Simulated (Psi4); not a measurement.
**SnHClOF2 (SMILES [OH][Sn]([F])([F])[Cl]): wB97M-V/def2-TZVPP (density fitting, core potential, sweep point 4)**

Aim: the vertical ionisation energy of SnHClOF2 at wB97M-V/def2-TZVPP (density fitting, core potential, sweep point 4), from 2 runs. The job is set up through a Python script.

The calculation is run with Psi4 1.11.

**1. The system as given**

The species is SnHClOF2 (6 atoms), meant as a singlet with charge 0. As SMILES, `[OH][Sn]([F])([F])[Cl]`. The coordinates come from a PBE0-D4/def2-TZVP relaxation. This is one conformer, not always the lowest.

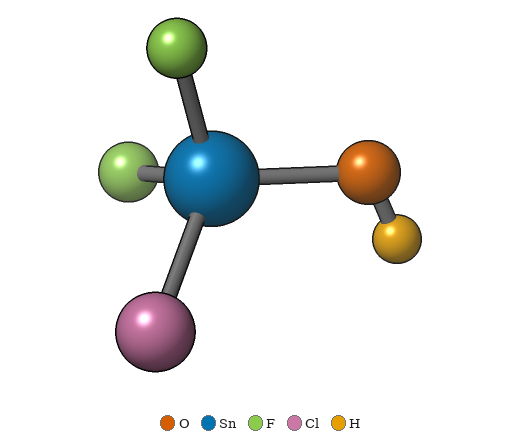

The structure, seen from a chosen angle (oxygen orange, tin blue, fluorine green, chlorine pink, hydrogen amber).

**2. A single-point energy at wB97M-V/def2-TZVPP (density fitting, core potential, sweep point 4)**

job.py reads:

```python
import psi4

psi4.set_memory(1600000000)
psi4.set_num_threads(1)
psi4.core.set_output_file('clf2hosn.out', False)

geom = psi4.geometry("""
O     -0.464000     0.283900     1.476300
Sn     0.252400    -0.175700    -0.247500
F      1.982500    -0.856500     0.056700
F     -0.743300    -1.587100    -1.019700
Cl     0.329400     1.540600    -1.744400
H     -1.315000     0.730600     1.432500
units angstrom
symmetry c1
""")

options = {'basis': 'def2-TZVPP', 'puream': True, 'scf_type': 'df', 'dft_radial_points': 99, 'dft_spherical_points': 590}
psi4.set_options(options)

e, wfn = psi4.energy("wb97m-v", molecule=geom, return_wfn=True)
print(f'total energy {e:.8f} hartree = {e * 27.211386:.5f} eV')
for k, v in sorted(psi4.core.scalar_variables().items()):
    print(f'{k:45s} {v:18.10f}')
```

Run with:

```bash
$ python job.py
```

clf2hosn.out:

```text
[...]
    !!!  WARNING: ECP capability is in beta. Please check occupations closely.  !!!
[...]
  Running in c1 symmetry.
[...]
  Nuclear repulsion =  367.174479905221006
[...]
  Multiplicity = 1
[...]
  Nalpha       = 33
  Nbeta        = 33
[...]
    Number of basis functions: 199
[...]
 WARNING: Atomic UHF is not converging! Try casting from a smaller basis or call Rob at CCMST.
   -------------------------
[...]
   @DF-RKS iter   1:  -949.84554647335017   -1.89633e+00   4.81802e-03 ADIIS/DIIS
[...]
   @DF-RKS iter   9:  -950.14687977831829   -1.04818e-07   3.09456e-07 DIIS
[...]
    Orbital Energies [Eh]
    ---------------------
    Doubly Occupied:
       1A   -101.903176     2A    -24.896956     3A    -24.894180
       4A    -19.377022     5A     -9.675914     6A     -7.378736
       7A     -7.373176     8A     -7.373087     9A     -5.336295
      10A     -3.669028    11A     -3.667950    12A     -3.666366
      13A     -1.327995    14A     -1.319150    15A     -1.246457
      16A     -1.226371    17A     -1.226035    18A     -1.221111
      19A     -1.194637    20A     -1.129424    21A     -0.967175
      22A     -0.685998    23A     -0.612647    24A     -0.569196
      25A     -0.560150    26A     -0.543432    27A     -0.531326
      28A     -0.524989    29A     -0.518123    30A     -0.485365
      31A     -0.470189    32A     -0.461569    33A     -0.456921
[...]
  @DF-RKS Final Energy:  -950.14687977831829
   => Energetics <=
    Nuclear Repulsion Energy =            367.1744799052210055
    One-Electron Energy =               -2126.7420053564787850
    Two-Electron Energy =                 865.6425258288112445
    DFT Exchange-Correlation Energy =     -56.4860120024483763
    Empirical Dispersion Energy =           0.0000000000000000
    VV10 Nonlocal Energy =                  0.2641318465765637
    Total Energy =                       -950.1468797783182936
[...]
 Multipole Moments:
 ------------------------------------------------------------------------------------
     Multipole            Electronic (a.u.)      Nuclear  (a.u.)        Total (a.u.)
 ------------------------------------------------------------------------------------
 L = 1.  Multiply by 2.5417464519 to convert [e a0] to [Debye]
 Dipole X            :          0.2973763           -0.9717047           -0.6743284
 Dipole Y            :        -10.4781673           11.2576314            0.7794641
 Dipole Z            :          7.9339594           -7.8134362            0.1205232
 Magnitude           :                                                    1.0376940
[...]
```

The script printed:

```text
total energy -950.14687978 hartree = -25854.81350 eV
CURRENT ENERGY                                   -950.1468797783
CURRENT REFERENCE ENERGY                         -950.1468797783
DD SOLVATION ENERGY                                 0.0000000000
DFT FUNCTIONAL TOTAL ENERGY                      -950.1468797783
DFT TOTAL ENERGY                                 -950.1468797783
DFT VV10 ENERGY                                     0.2641318466
DFT XC ENERGY                                     -56.4860120024
GRID ELECTRONS ALPHA                               33.0000056326
GRID ELECTRONS BETA                                33.0000056326
GRID ELECTRONS TOTAL                               66.0000112651
NUCLEAR REPULSION ENERGY                          367.1744799052
ONE-ELECTRON ENERGY                             -2126.7420053565
PCM POLARIZATION ENERGY                             0.0000000000
PE ENERGY                                           0.0000000000
SCF ITERATION ENERGY                             -950.1468797783
SCF ITERATIONS                                      9.0000000000
SCF TOTAL ENERGY                                 -950.1468797783
TWO-ELECTRON ENERGY                               865.6425258288
XC GRID RADIAL POINTS                              99.0000000000
XC GRID SPHERICAL POINTS                          590.0000000000
XC GRID TOTAL POINTS                           335649.0000000000
```

Wall time 69 s (1 thread of Intel Xeon 6975P-C (Granite Rapids), shared host); peak memory 1.4 GiB.

**3. The doublet cation**

calc.py reads:

```python
import psi4

psi4.set_memory(1600000000)
psi4.set_num_threads(1)
psi4.set_output_file('clf2hosn.out', False)

mol = psi4.geometry("""
1 2
O     -0.464000     0.283900     1.476300
Sn     0.252400    -0.175700    -0.247500
F      1.982500    -0.856500     0.056700
F     -0.743300    -1.587100    -1.019700
Cl     0.329400     1.540600    -1.744400
H     -1.315000     0.730600     1.432500
symmetry c1
""")

psi4.set_options({
    'basis': 'def2-TZVPP',
    'reference': 'uks',
    'puream': True,
    'scf_type': 'df',
    'dft_radial_points': 99,
    'dft_spherical_points': 590,
    'maxiter': 100,
})

e, wfn = psi4.energy('wb97m-v', return_wfn=True)
print(f'wb97m-v energy: {e:.10f} Eh')
```

Run with:

```bash
$ python calc.py
```

clf2hosn.out:

```text
[...]
    !!!  WARNING: ECP capability is in beta. Please check occupations closely.  !!!
[...]
  Running in c1 symmetry.
[...]
  Nuclear repulsion =  367.174479905221006
[...]
  Multiplicity = 2
[...]
  Nalpha       = 33
  Nbeta        = 32
[...]
    Number of basis functions: 199
[...]
 WARNING: Atomic UHF is not converging! Try casting from a smaller basis or call Rob at CCMST.
   -------------------------
[...]
   @DF-UKS iter   1:  -949.31276748545554   -1.36355e+00   4.92786e-03 ADIIS/DIIS
[...]
   @DF-UKS iter  35:  -949.68115372515160   -4.74500e-07   6.53256e-07 DIIS
[...]
   @S^2 Observed:                7.747555600E-01
[...]
    Orbital Energies [Eh]
    ---------------------
    Alpha Occupied:
       1A   -102.177116     2A    -25.087704     3A    -25.086945
       4A    -19.713839     5A     -9.946334     6A     -7.654360
       7A     -7.644873     8A     -7.641078     9A     -5.563502
      10A     -3.897261    11A     -3.894800    12A     -3.892623
      13A     -1.525956    14A     -1.520152    15A     -1.503371
      16A     -1.452976    17A     -1.452588    18A     -1.447435
      19A     -1.410796    20A     -1.406326    21A     -1.224486
      22A     -0.953212    23A     -0.866485    24A     -0.818279
      25A     -0.793070    26A     -0.760441    27A     -0.750011
      28A     -0.726281    29A     -0.718590    30A     -0.715560
      31A     -0.708055    32A     -0.706637    33A     -0.700629
[...]
  @DF-UKS Final Energy:  -949.68115372515160
   => Energetics <=
    Nuclear Repulsion Energy =            367.1744799052210055
    One-Electron Energy =               -2111.2116167249268983
    Two-Electron Energy =                 850.3811760045290384
    DFT Exchange-Correlation Energy =     -56.2868282428638622
    Empirical Dispersion Energy =           0.0000000000000000
    VV10 Nonlocal Energy =                  0.2616353328891233
    Total Energy =                       -949.6811537251516029
[...]
 Multipole Moments:
 ------------------------------------------------------------------------------------
     Multipole            Electronic (a.u.)      Nuclear  (a.u.)        Total (a.u.)
 ------------------------------------------------------------------------------------
 L = 1.  Multiply by 2.5417464519 to convert [e a0] to [Debye]
 Dipole X            :         -0.2820971           -0.9717047           -1.2538018
 Dipole Y            :         -9.3768548           11.2576314            1.8807766
 Dipole Z            :          8.3766422           -7.8134362            0.5632061
 Magnitude           :                                                    2.3294936
[...]
```

On the terminal:

```text
wb97m-v energy: -949.6811537252 Eh
```

It took 5.2 min on 1 thread of Intel Xeon 6975P-C (Granite Rapids), shared host; peak memory 1.4 GiB.

**4. What came out**

Level: wB97M-V/def2-TZVPP (density fitting, core potential, sweep point 4).

| quantity | value |
| --- | --- |
| singlet SnHClOF2: total energy | -950.14688 Eh |
| singlet SnHClOF2: dipole moment | 2.64 D |
| singlet SnHClOF2: HOMO energy | -12.43 eV |
| singlet SnHClOF2: LUMO energy | -0.79 eV |
| singlet SnHClOF2: HOMO–LUMO gap | 11.64 eV |
| doublet cation: total energy | -949.68115 Eh |
| doublet cation: HOMO energy (highest over α and β) | -18.00 eV |
| doublet cation: LUMO energy (lowest over α and β) | -12.85 eV |
| doublet cation: ⟨S²⟩ | 0.775 |
| vertical ionisation energy (to the doublet cation) | 12.673 eV |

In words: The vertical ionisation energy comes to 12.67 eV (292 kcal/mol). −ε(HOMO) before ionisation, 12.43 eV, is 0.24 eV below this ionisation energy.
